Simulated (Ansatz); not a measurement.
System GaSb (space group F-43m, No. 216); source of the atomic positions: a calculation's input that goes back to an entry of the Crystallography Open Database (an earlier step may have relaxed or displaced it).

Space group F-43m (No. 216). a = 6.118 Å, b = 6.118 Å, c = 6.118 Å, α = 90.00°, β = 90.00°, γ = 90.00°
```csv
atom,site,symmetry,x,y,z
Ga,4a,-43m,0.0000,0.0000,0.0000
Sb,4c,-43m,0.2500,0.7500,0.7500
```

Describe the stacking along [111], naming the columns A, B, C as they first turn up.

Ga(A) – Sb(A) – Ga(B) – Sb(B) – Ga(C) – Sb(C) (six layers in 10.60 Å).

Sb layers alone: ABC, the cubic close-packed type.

Ga: three tetrahedral sites, counted in one hexagonal cell.

Polytype symbol 3C, the symbol of a tetrahedral polytype (number of double layers in the repeat and lattice).

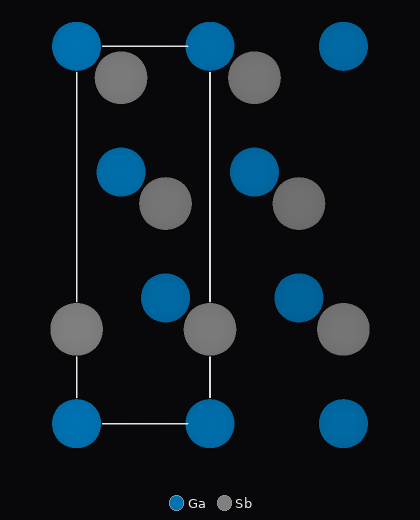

Projection along an edge of the hexagonal mesh, stacking direction [111] upwards. Every atom sits on one of the three columns of the mesh; call them A, B, C in the order in which they first turn up. The box is the hexagonal cell of the face-centred cubic lattice. The sequence starts with the first layer at or above the cell's origin.
